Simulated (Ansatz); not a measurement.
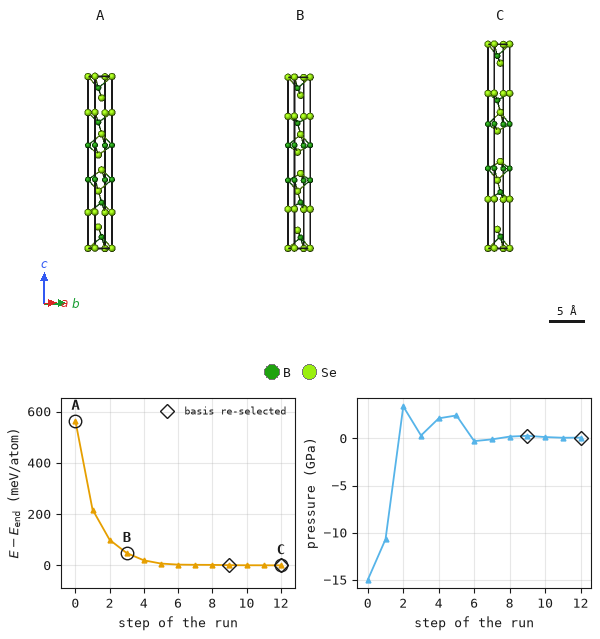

Frames of a relaxation of solid B$_{2}$Se$_{3}$ (built on the tetradymite_166 type) (coarse preliminary run), marked on the history of the run. The picture is a ball-and-stick view of the conventional cell (3 times the calculation's cell), seen from a free direction. Lengths and directions refer to the drawn axes.

Case: tetradymite type (R-3m, No. 166).

The calculation used DFT PBE, scalar-relativistic, plane waves, PAW (Ansatz 0.2.0). (plane-wave cutoff 420 eV; k-point mesh 6 × 6 × 6; occupations gaussian; smearing width 0.1 eV; no spin polarisation; cell and atoms relaxed; force threshold 0.04 eV/Å; at most 70 steps)

Q: Describe the path.

A: The largest moves relative to the cell, 0.93 Å, are those of Se atoms. Largest moves by element: Se 0.93 Å, B 0.26 Å. The volume changes by −2.9 %, with a = b 3.587 → 3.243 Å (−9.6 %), c 24.940 → 29.633 Å (+18.8 %). Near-neighbour distances that change, for instance: Se–Se 2.975 → 4.773 Å, Se–Se 3.718 → 3.321 Å, B–Se 2.514 → 2.134 Å, Se–Se 3.587 → 3.243 Å. Among the angles between lasting bonds that change: B–Se–B 91.0° → 98.9°, Se–B–Se 91.0° → 98.9°. The space group stays R-3m (No. 166). The energy falls by 564 meV per atom in 10 accepted moves (12 points after the start). Largest force component: 2.8 eV/Å at the start, 0.0089 eV/Å at the end. Pressure: −14.99 GPa at the start and 0.08 GPa at the end. At 2 points the geometry stayed and the basis and grid were re-selected for the new cell (energy shift of 1.1 meV per atom at most each time). Cost: 93 s on 1 thread of Arm Neoverse V1 (shared host), peak memory 0.39 GiB. From step 0 to 3: Se atoms move most (0.47 Å), volume −15.0 %, energy −516 meV per atom. From step 3 to 12: Se atoms move most (0.36 Å), volume +14.2 %, energy −48.0 meV per atom.

```json
{"step": "0", "E − E(0), meV/atom": "0.00", "largest force component, eV/Å": "2.7620", "pressure, GPa": "-14.99", "volume, Å³/atom": "18.525", "note": ""}
{"step": "1", "E − E(0), meV/atom": "-345.85", "largest force component, eV/Å": "1.7807", "pressure, GPa": "-10.69", "volume, Å³/atom": "16.816", "note": ""}
{"step": "2", "E − E(0), meV/atom": "-464.02", "largest force component, eV/Å": "0.7943", "pressure, GPa": "3.39", "volume, Å³/atom": "15.097", "note": ""}
{"step": "3", "E − E(0), meV/atom": "-515.58", "largest force component, eV/Å": "0.2352", "pressure, GPa": "0.31", "volume, Å³/atom": "15.745", "note": ""}
{"step": "4", "E − E(0), meV/atom": "-543.98", "largest force component, eV/Å": "0.2891", "pressure, GPa": "2.13", "volume, Å³/atom": "15.673", "note": ""}
{"step": "5", "E − E(0), meV/atom": "-556.50", "largest force component, eV/Å": "0.2000", "pressure, GPa": "2.43", "volume, Å³/atom": "16.361", "note": ""}
{"step": "6", "E − E(0), meV/atom": "-560.64", "largest force component, eV/Å": "0.0903", "pressure, GPa": "-0.29", "volume, Å³/atom": "17.053", "note": ""}
{"step": "7", "E − E(0), meV/atom": "-561.40", "largest force component, eV/Å": "0.0235", "pressure, GPa": "-0.11", "volume, Å³/atom": "17.233", "note": ""}
{"step": "8", "E − E(0), meV/atom": "-561.69", "largest force component, eV/Å": "0.0150", "pressure, GPa": "0.19", "volume, Å³/atom": "17.400", "note": ""}
{"step": "9", "E − E(0), meV/atom": "-562.83", "largest force component, eV/Å": "0.0142", "pressure, GPa": "0.27", "volume, Å³/atom": "17.400", "note": "same geometry, new basis"}
{"step": "10", "E − E(0), meV/atom": "-563.18", "largest force component, eV/Å": "0.0171", "pressure, GPa": "0.14", "volume, Å³/atom": "17.704", "note": ""}
{"step": "11", "E − E(0), meV/atom": "-563.28", "largest force component, eV/Å": "0.0091", "pressure, GPa": "0.07", "volume, Å³/atom": "17.988", "note": ""}
{"step": "12", "E − E(0), meV/atom": "-563.53", "largest force component, eV/Å": "0.0089", "pressure, GPa": "0.08", "volume, Å³/atom": "17.988", "note": "same geometry, new basis"}
```
